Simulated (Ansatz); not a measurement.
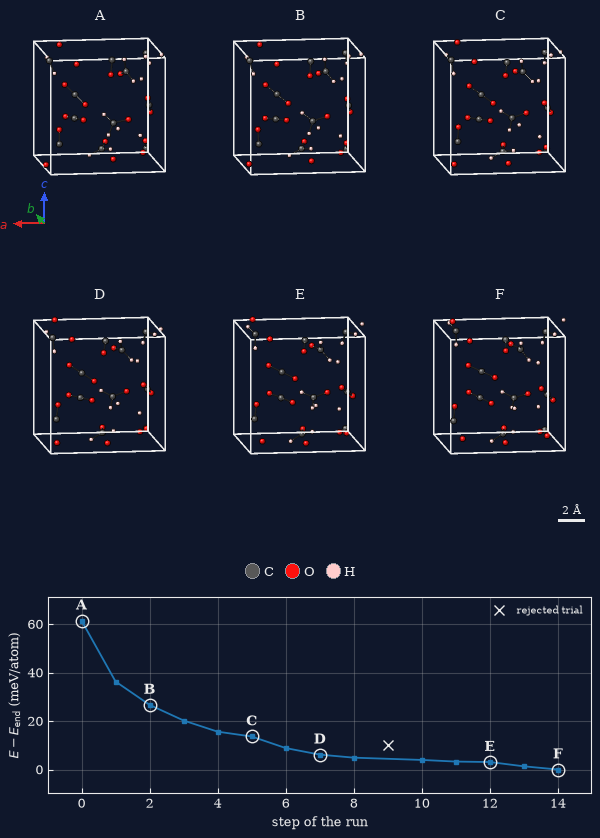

Frames of a relaxation of an amorphous cell of composition H12C11O16, marked on the history of the run. The picture is a ball-and-stick view of the cell of the calculation, seen from a free direction.

The cell holds 5 CO2 + 6 H2CO. The run prepares the start of a later molecular dynamics calculation, from a guessed geometry.

All numbers below come from DFT PBE-D3(BJ), scalar-relativistic, plane waves, PAW (Ansatz).

Input
```yaml
crystal:
  lattice:
    - [9.148165, 0.0, 0.0]
    - [0.0, 9.148165, 0.0]
    - [0.0, 0.0, 9.148165]
  atoms:
    - { symbol: C, position: [0.7164265, 0.4806107, 0.613452] }
    - { symbol: O, position: [0.8073059, 0.4734133, 0.7044966] }
    - { symbol: O, position: [0.6255471, 0.487808, 0.5224074] }
    - { symbol: C, position: [0.7768597, 0.9888128, 0.0931568] }
    - { symbol: O, position: [0.7784564, 0.9809569, 0.2217481] }
    - { symbol: O, position: [0.775263, 0.9966688, -0.0354344] }
    - { symbol: C, position: [0.4425347, 0.1460385, 0.9678232] }
    - { symbol: O, position: [0.4319719, 0.1498226, 1.0961746] }
    - { symbol: O, position: [0.4530975, 0.1422544, 0.8394718] }
    - { symbol: C, position: [0.6814528, 0.7413298, 0.3604666] }
    - { symbol: O, position: [0.7729767, 0.65668, 0.3929899] }
    - { symbol: O, position: [0.589929, 0.8259797, 0.3279433] }
    - { symbol: C, position: [0.0529272, 0.5854338, 0.4864951] }
    - { symbol: O, position: [0.0594232, 0.4633492, 0.4458365] }
    - { symbol: O, position: [0.0464312, 0.7075185, 0.5271538] }
    - { symbol: O, position: [0.1459172, 0.1699349, 0.2462091] }
    - { symbol: C, position: [0.159895, 0.044072, 0.2043592] }
    - { symbol: H, position: [0.0696285, -0.01667, 0.1522071] }
    - { symbol: H, position: [0.2636237, -0.0164053, 0.2162055] }
    - { symbol: O, position: [0.3099841, 0.0701027, 0.4547797] }
    - { symbol: C, position: [0.4396617, 0.0798814, 0.4251763] }
    - { symbol: H, position: [0.5259668, 0.057147, 0.5063678] }
    - { symbol: H, position: [0.4782499, 0.1120338, 0.3154737] }
    - { symbol: O, position: [0.9777397, 0.428769, 1.0134303] }
    - { symbol: C, position: [0.9664465, 0.3143821, 0.9457814] }
    - { symbol: H, position: [0.9213917, 0.3100893, 0.8339372] }
    - { symbol: H, position: [1.0006248, 0.2085083, 0.9924724] }
    - { symbol: O, position: [0.2695204, 0.808846, 0.7278835] }
    - { symbol: C, position: [0.2025956, 0.9242109, 0.7273804] }
    - { symbol: H, position: [0.1336881, 0.9580821, 0.6343107] }
    - { symbol: H, position: [0.2070473, 1.0014484, 0.8199657] }
    - { symbol: O, position: [0.4567414, 0.444263, 0.200764] }
    - { symbol: C, position: [0.4727486, 0.5495985, 0.1205363] }
    - { symbol: H, position: [0.3841817, 0.6290104, 0.1003587] }
    - { symbol: H, position: [0.576732, 0.5716357, 0.0634462] }
    - { symbol: O, position: [0.0953408, 0.6524418, 1.0593997] }
    - { symbol: C, position: [0.0664904, 0.6671155, 0.9300142] }
    - { symbol: H, position: [0.0537729, 0.775693, 0.8789586] }
    - { symbol: H, position: [0.0514218, 0.5726704, 0.8564579] }
basis:
  ecutwfc: 420.0
kpoints:
  mp_grid: { grid: [1, 1, 1] }
hamiltonian:
  xc: pbe
  dispersion: d3bj
scf:
  occupations: { method: fermi_dirac, width: 0.05 }
  lower_state_search: "off"
relax:
  f_tol: 0.3
  max_steps: 15
  adjacent_minimum: "off"
```

Launched with:
```bash
ansatz run input.yaml --threads 1 --pin off --max-ram 3072MiB --backend cpu --events-out ev --progress --plain --runs-dir out
```

Q: Describe the path.

A: The relaxation stopped without meeting its thresholds, so the last structure isn't shown to be converged. It used up its limit of 15 steps. After 13 accepted moves (14 points after the start) the energy has fallen by 61.4 meV per atom. Largest force component: 2 eV/Å at the start, 0.54 eV/Å at the end. The line search rejected the trial step at point 9 of the run. The forces were under the threshold at step 11, but the run went on from there. O24 moves most: 1.42 Å roughly along [−3 1 1]. Largest moves by element: O 1.42 Å, H 1.24 Å, C 0.92 Å. The cell doesn't change. Among the contacts that change: C17–H18 1.104 → 1.133 Å, C21–H22 1.104 → 1.118 Å, C10–O11 1.179 → 1.171 Å, C17–H19 1.104 → 1.110 Å. The run took 2.8 min on 1 thread of Arm Neoverse N1, with other jobs on the host, peak memory 0.62 GiB. From step 0 to 2: O and H atoms move most (0.32 Å), energy −34.8 meV per atom. From step 2 to 5: O and H atoms move most (0.48 Å), energy −13.1 meV per atom. From step 5 to 7: H atoms move most (0.39 Å), energy −7.5 meV per atom. From step 7 to 12: H27 moves most (0.50 Å), energy −3.1 meV per atom. From step 12 to 14: O and H atoms move most (0.33 Å), energy −3.1 meV per atom.

| step | E − E(0), meV/atom | largest force component, eV/Å | note |
| --- | --- | --- | --- |
| 0 | 0.00 | 1.9880 |  |
| 1 | -25.14 | 0.9192 |  |
| 2 | -34.77 | 0.9183 |  |
| 3 | -41.23 | 0.8565 |  |
| 4 | -45.84 | 0.8510 |  |
| 5 | -47.83 | 1.3347 |  |
| 6 | -52.60 | 0.7440 |  |
| 7 | -55.30 | 0.4545 |  |
| 8 | -56.56 | 0.6270 |  |
| 9 | -51.37 | 1.4742 | rejected |
| 10 | -57.50 | 0.3653 |  |
| 11 | -58.18 | 0.2532 |  |
| 12 | -58.37 | 0.6232 |  |
| 13 | -60.13 | 0.4538 |  |
| 14 | -61.45 | 0.5449 |  |
